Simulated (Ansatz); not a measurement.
# H$_{2}$OSi···SiH$_{4}$: what the fields show

```yaml
atoms:
  - { symbol: Si, position_ang: [-1.1208, 0.1681, -0.2478] }
  - { symbol: Si, position_ang: [1.7738, 0.0128, 2.4503] }
  - { symbol: H, position_ang: [1.0075, -0.8691, 3.3676] }
  - { symbol: H, position_ang: [3.2315, -0.1845, 2.6651] }
  - { symbol: H, position_ang: [1.4146, 1.4321, 2.6957] }
  - { symbol: H, position_ang: [1.4422, -0.3391, 1.0413] }
  - { symbol: H, position_ang: [-0.0714, 0.7431, -1.2042] }
  - { symbol: O, position_ang: [-1.4175, -1.2034, -1.1706] }
  - { symbol: H, position_ang: [-2.0871, -1.7760, -0.7637] }
```

Computed with Ansatz, RKS B3LYP/6-31G*.

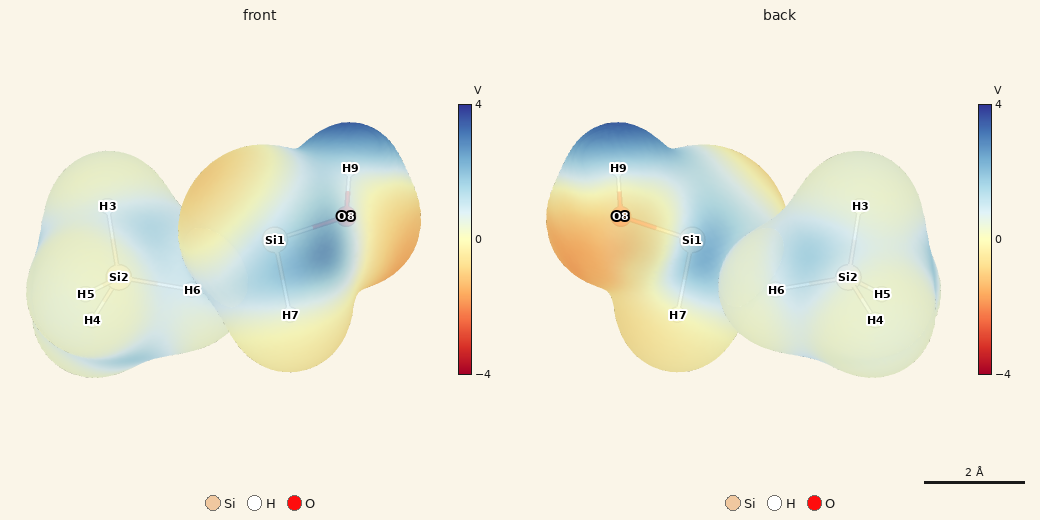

Figure 1. The molecular electrostatic potential painted on the density surface at 0.004 e/bohr³, seen from the front and from behind; red is negative and blue positive.

Where is the surface potential most negative and most positive?

Answer. The most negative region (about −1.6 V, or −37 kcal/mol for a unit charge) lies over O8, the most positive (about +3.3 V, or +76 kcal/mol for a unit charge) over H9. O8 is the likeliest acceptor of a hydrogen bond.

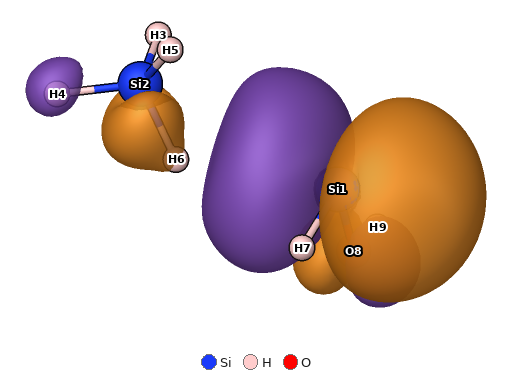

Figure 2. The LUMO at ±0.06 Å⁻³ᐟ² (orange and purple are the two phases), seen at an oblique angle.

Where does this orbital lie, and at what energy?

Answer. By Hirshfeld shares it lies mainly on Si1 (about 75 %) and O8 (about 10 %). Its energy is −2.01 eV.

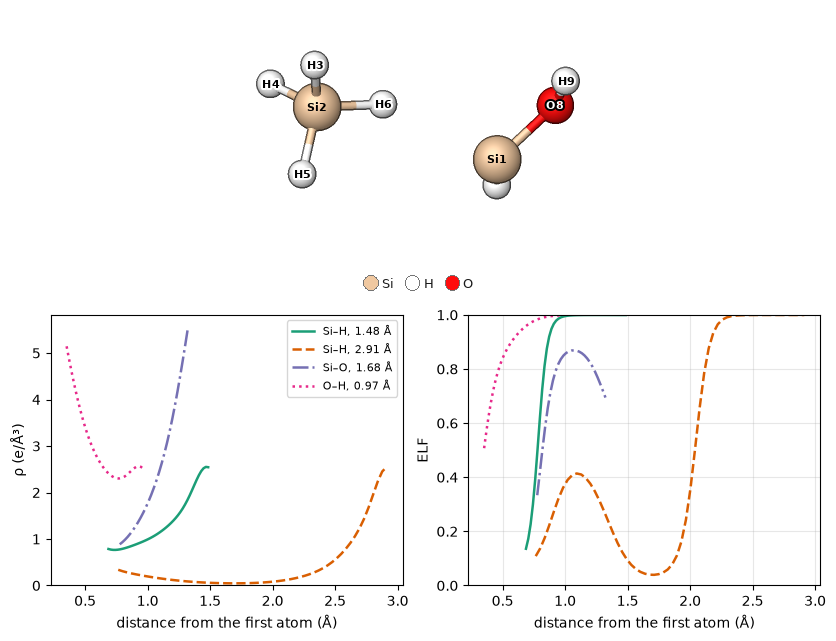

Figure 3. Electron density and ELF along straight lines between neighbouring atoms. The curves leave out the atomic cores. The structure is drawn too.

What can be read from the curves?

Answer. Si–H (1.48 Å): the density is about 0.77 e/Å³ at the midpoint; the ELF climbs to about 1 towards the hydrogen, as it does in any bond to H.
Si1···H6 (2.91 Å): the density falls to about 0.05 e/Å³ on the way; the ELF dips to about 0.05 between them.
Si–O (1.68 Å): ρ at the midpoint is about 1 e/Å³; the ELF peaks at about 0.85 between the atoms: a shared but strongly polarised pair.
O–H (0.97 Å): the density is about 3.5 e/Å³ at the midpoint; the ELF climbs to about 1 towards the hydrogen (a covalent bond by its length).

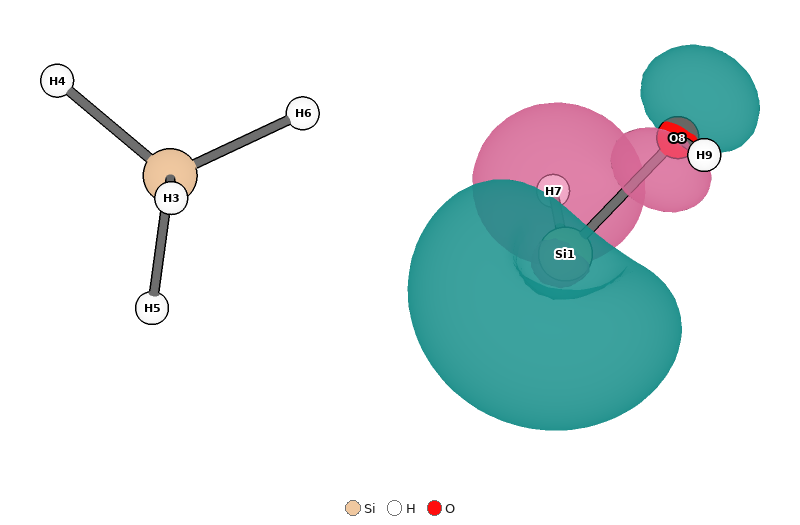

Figure 4. One frontier orbital at ±0.15 Å⁻³ᐟ² (teal and pink are the two phases), seen from one side.

Which orbital is it: HOMO or LUMO?

Answer. The HOMO, at −6.17 eV. Its weight (Hirshfeld) is mainly on Si1 (about 70 %), H7 (about 15 %) and O8 (about 10 %).
